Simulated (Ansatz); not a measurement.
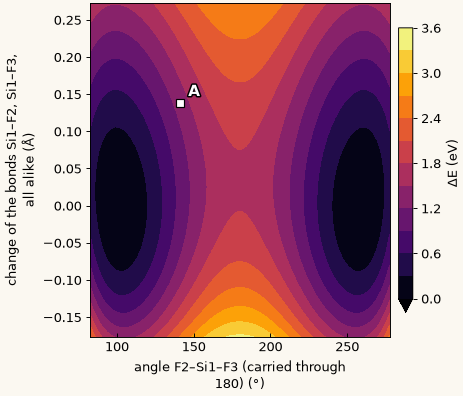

SiF2. Coordinates scanned: (1) angle F2–Si1–F3 (carried through 180); (2) change of the bonds Si1–F2, Si1–F3, all alike. Nothing is relaxed (all other coordinates rigid). The grid has 11 × 11 points; 66 points were computed and 55 follow by symmetry. Points are written as (first, second). All energies are given in eV relative to the lowest grid point. The calculation used RKS wB97M-V/def2-TZVP in Ansatz.

In the figure: filled contours, the point A. Between grid points the surface is interpolated.

### Which way does the force act at A, and how strong is it?

A, at (141.0°, 0.138 Å), is not a stationary point. The computed force is 0.028 eV for each degree towards smaller values of the first coordinate and 4.9 eV for each Å towards smaller values of the second coordinate.
